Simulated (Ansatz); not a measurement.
**[SiCl3]+ (SMILES Cl[Si+](Cl)Cl): r2SCAN/aug-cc-pVDZ**

Aim: the vertical singlet–triplet gap of [SiCl3]+ at r2SCAN/aug-cc-pVDZ, from 2 runs. 

The calculation is run with Ansatz 0.2.0.

1 further run of the same task is left out (it didn't finish).

## 1. The molecule

The species is [SiCl3]+ (4 atoms), meant as a singlet with charge +1. SMILES: `Cl[Si+](Cl)Cl`. The coordinates come from a PBE0-D4/def2-TZVP relaxation.

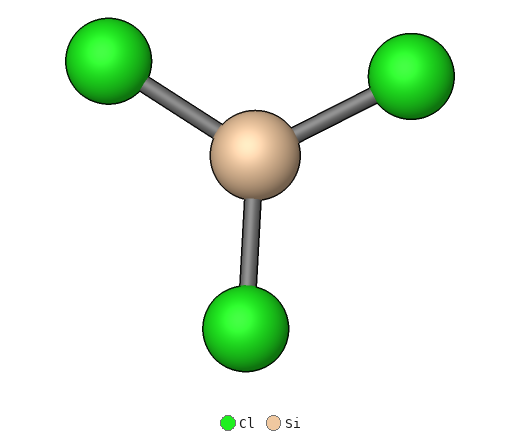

The structure, seen from a chosen angle (chlorine green, silicon light orange).

## 2. The energy at r2SCAN/aug-cc-pVDZ

Contents of in.yaml:

```yaml
crystal:
  periodic: [false, false, false]
  atoms:
    - symbol: Cl
      position_ang: [-1.556000, -0.622300, 0.990900]
    - symbol: Si
      position_ang: [-0.000000, -0.000100, -0.000100]
    - symbol: Cl
      position_ang: [1.772000, -0.669600, 0.449500]
    - symbol: Cl
      position_ang: [-0.216000, 1.292000, -1.440300]
basis:
  gaussian: {orbitals: aug-cc-pVDZ}
total_charge: 1
hamiltonian: {xc: {name: r2SCAN}}
accuracy: high
output: {orbitals: {seedname: orbitals}}
```

Run with:

```sh
$ ansatz run in.yaml --threads 1 --pin off --max-ram 3480MiB --events-out events.jsonl --progress --plain --runs-dir runs
```

What it wrote:

```text
Warning: RAYON_NUM_THREADS=1 ignored (pool sized by the plan → 1); use --threads N
Functional definition: r2SCAN
  name "r2SCAN"
  parameter k0 = 0.174
  parameter k1 = 0.065
  parameter a1 = 4.9479
  exchange = r2scan_x(k0 = k0, k1 = k1, a1 = a1)
  correlation = r2scan_c
2143 factors; integrals over basis functions are off by at most 3.2e-9 eV
mean field evaluation 1: about -45435.6641 eV, gradient 2.8e1 eV
mean field evaluation 2: about -45436.4410 eV, gradient 2.2e1 eV
mean field evaluation 4: about -45437.6189 eV, gradient 8.6e-1 eV
mean field evaluation 8: about -45437.6129 eV, gradient 5.1e-3 eV
mean field evaluation 16: about -45437.6129 eV, gradient 7.8e-7 eV
mean field -45437.61293746 eV, -1669.8014767316 hartree, gradient 2.3e-8 eV, S^2 0.000000; 0 other end points of the search recorded, 0 dependent functions left out
reference -45437.61293984 eV, -1669.8014768188 hartree; 32, 32 occupied and 76, 76 virtual orbitals, 2143 factors
Total energy: -45437.61293984 eV, -1669.8014768188 hartree
```

Run time: 22 s. Hardware: 1 thread of Arm Neoverse V2, shared host; peak memory 0.36 GiB.

## 3. The triplet

Contents of job.yaml:

```yaml
basis:
  gaussian:
    orbitals: aug-cc-pVDZ
crystal:
  periodic: [false, false, false]
  atoms:
    - symbol: Cl
      position_ang: [-1.556000, -0.622300, 0.990900]
    - symbol: Si
      position_ang: [-0.000000, -0.000100, -0.000100]
    - symbol: Cl
      position_ang: [1.772000, -0.669600, 0.449500]
    - symbol: Cl
      position_ang: [-0.216000, 1.292000, -1.440300]
total_charge: 1
magnetization:
  spin_polarized: true
  initial_magnetization: 2
hamiltonian:
  xc: r2scan
accuracy: high
output: {orbitals: {seedname: orbitals}}
```

Run with:

```sh
$ ansatz run job.yaml --threads 1 --pin off --max-ram 3480MiB --events-out events.jsonl --progress --plain --runs-dir runs
```

What it wrote, cut to the lines that bear on the results:

```text
Warning: RAYON_NUM_THREADS=1 ignored (pool sized by the plan → 1); use --threads N
[... 7 set-up lines as earlier in the session ...]
2143 factors; integrals over basis functions are off by at most 3.2e-9 eV
mean field evaluation 1: about -45430.8534 eV, gradient 1.7e1 eV
mean field evaluation 2: about -45430.9054 eV, gradient 1.7e1 eV
mean field evaluation 4: about -45432.5208 eV, gradient 8.4e-1 eV
mean field evaluation 8: about -45432.5229 eV, gradient 2.4e-1 eV
mean field evaluation 16: about -45432.5234 eV, gradient 1.1e-4 eV
mean field evaluation 32: about -45431.3165 eV, gradient 6.0e0 eV
mean field evaluation 64: about -45432.4111 eV, gradient 3.5e0 eV
mean field -45432.52343993 eV, -1669.6144411471 hartree, gradient 6.7e-8 eV, S^2 2.009428; 8 other end points of the search recorded, 0 dependent functions left out
reference -45432.52344828 eV, -1669.6144414537 hartree; 33, 31 occupied and 75, 77 virtual orbitals, 2143 factors
Total energy: -45432.52344828 eV, -1669.6144414537 hartree
```

It took 1.7 min on 1 thread of Arm Neoverse V2, shared host; peak memory 0.59 GiB.

## 4. What came out

At r2SCAN/aug-cc-pVDZ:

| quantity | value |
| --- | --- |
| singlet: total energy | -1669.80148 Eh |
| singlet: HOMO energy | -14.42 eV |
| singlet: LUMO energy | -9.00 eV |
| singlet: HOMO–LUMO gap | 5.42 eV |
| triplet: total energy | -1669.61444 Eh |
| triplet: HOMO energy (highest over α and β) | -9.47 eV |
| triplet: ⟨S²⟩ | 2.009 |
| vertical energy of the triplet above the singlet | 5.089 eV |

In words: At this shape the triplet lies 5.09 eV (117 kcal/mol) above the singlet.
